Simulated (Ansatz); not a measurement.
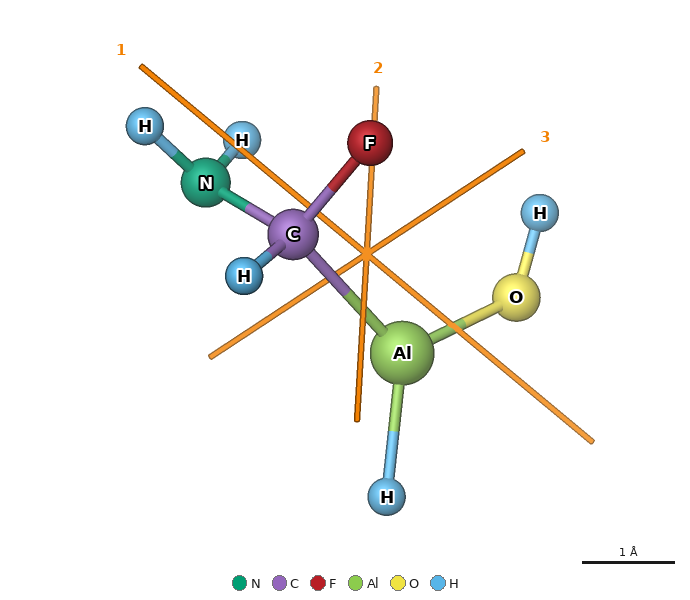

The three principal axes of inertia are drawn and numbered. Distant atoms are faded towards the background colour. The computed structure is the end point of a PBE0-D4/def2-TZVP optimisation. No frequency run is at hand to confirm it as a minimum. Masses are those of the most abundant isotopes; constants are for the rigid equilibrium geometry.

### Which line is the a axis (least moment of inertia), which b and which c?

a is line 1, b is line 3, c is line 2; the moments are 83.5, 209, 232 u Å².

### What kind of rotor is it, and what are its rotational constants in cm⁻¹?

An asymmetric top (C1): A = 0.202, B = 0.0807, C = 0.0727 cm⁻¹. Ray's parameter κ is −0.88, close to the prolate limit.
